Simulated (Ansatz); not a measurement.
# AlNH3 (quartet): the correlation ladder at distance Al1–H4 along a hydrogen transfer = 1.784 Å, cc-pVDZ

Aim: climb from Hartree-Fock through coupled cluster and multireference methods for AlNH3 (quartet) at one geometry and basis, and see what each rung misses.

Program: Ansatz 0.2.0, Gaussian basis. Level of theory: cc-pVDZ, core rule «outside noble gas», up to 6 orbitals frozen. These are calculated values, not measurements.

Plan: UHF; CCSD(T) on ROHF; CCSD(T) on UHF; BCCD(T) on ROHF; CISD; CCSDT(Q) on ROHF; CCSDT(Q) on UHF; CASSCF and MRCISD+Q, 5 electrons in 5 orbitals; CASSCF and NEVPT2, 5 electrons in 5 orbitals.

23 further runs of the same task are left out: 18 for a known fault of the program, 4 that didn't finish, 1 set aside as unsound or not needed.

### 1 The system

The geometry derives from fragments relaxed apart (PBE0/def2-TZVP) and kept rigid, so it is no stationary point. A hydrogen atom is moved between rigid fragments.

5 atoms, charge 0, spin multiplicity 4.

Atoms are counted from 1 here; the program's logs count them from 0.

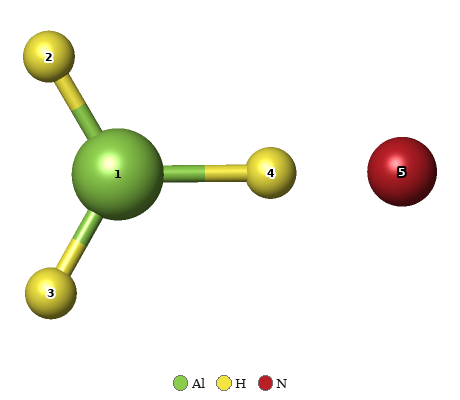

The structure; aluminium green, hydrogen yellow, nitrogen red; atoms are numbered from 1 in the order of the file.

### 2 UHF

The input, in.yaml:

```yaml
crystal:
  periodic: [false, false, false]
  atoms:
    - {symbol: Al, position_ang: [-1.061436, 0.000000, 0.000000]}
    - {symbol: H, position_ang: [-1.854360, 1.373384, 0.000000]}
    - {symbol: H, position_ang: [-1.854360, -1.373384, 0.000000]}
    - {symbol: H, position_ang: [0.722564, 0.000000, 0.000000]}
    - {symbol: N, position_ang: [2.259564, 0.000000, 0.000000]}
basis:
  gaussian: {orbitals: cc-pVDZ}
magnetization: {spin_polarized: true, initial_magnetization: 3}
hamiltonian: {xc: hf}
output: {orbitals: {seedname: orbitals}}
```

Started as:

```console
$ ansatz run in.yaml --threads 1 --pin off --events-out ev --progress --plain --max-ram 2393MiB
```

After this run come: CCSD(T) on ROHF; CCSD(T) on UHF; BCCD(T) on ROHF; CISD; CCSDT(Q) on ROHF; CCSDT(Q) on UHF; CASSCF and MRCISD+Q, 5 electrons in 5 orbitals; CASSCF and NEVPT2, 5 electrons in 5 orbitals.

Q: Predict the results of all the runs planned. Wanted: UCCSDT(Q) below the RHF energy; RMP2 from UCCSDT(Q); UMP2 from UCCSDT(Q); RCCSD from UCCSDT(Q); RCCSD(T) from UCCSDT(Q); UCCSD(T) from UCCSDT(Q); RCCSDT(Q) from UCCSDT(Q); NEVPT2 pair from UCCSDT(Q); MRCISD+Q pair from UCCSDT(Q).

As calculated:

| quantity | value |
| --- | --- |
| UCCSDT(Q) below the RHF energy | -5.7383 eV |
| RMP2 from UCCSDT(Q) | +29.64 kcal/mol |
| UMP2 from UCCSDT(Q) | +28.79 kcal/mol |
| RCCSD from UCCSDT(Q) | +2.61 kcal/mol |
| RCCSD(T) from UCCSDT(Q) | +0.67 kcal/mol |
| UCCSD(T) from UCCSDT(Q) | +0.64 kcal/mol |
| RCCSDT(Q) from UCCSDT(Q) | +0.04 kcal/mol |
| NEVPT2 pair from UCCSDT(Q) | +27.06 kcal/mol |
| MRCISD+Q pair from UCCSDT(Q) | +0.40 kcal/mol |
| levels within 1 kcal/mol (43 meV) | RCCSD(T), UCCSD(T), BCCD(T), RCCSDT, UCCSDT, RCCSDT(Q), MRCISD+Q pair |
| T1 diagnostic | 0.030 |

**Reading.** RCCSD(T) lands +0.67 kcal/mol from the yardstick (0.5 % of the correlation energy). Of the multireference levels listed MRCISD+Q pair comes nearest in total energy (+0.40 kcal/mol), which doesn't show that its space is the better one. These misses are within one basis, not against nature; the frozen cores of restricted and unrestricted runs differ, which can shift their rows.
